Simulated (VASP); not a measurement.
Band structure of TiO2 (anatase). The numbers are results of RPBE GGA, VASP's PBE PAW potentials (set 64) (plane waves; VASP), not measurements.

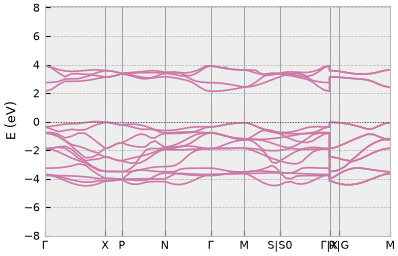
Fig. 1. Bands along high-symmetry lines, zero at the valence-band maximum or, without a gap, the Fermi level

Q: Read the plot: is there a gap, and where are the band edges?

A: The gap is indirect, 2.12 eV, from the valence maximum at Γ-X at 0.89 to the conduction minimum at Γ. (Edges off the drawn lines would not show.)

The compound is TiO2 in the anatase structure, one of several forms; rutile is the usual stable one. It was relaxed first, which changed the volume by +5 %.
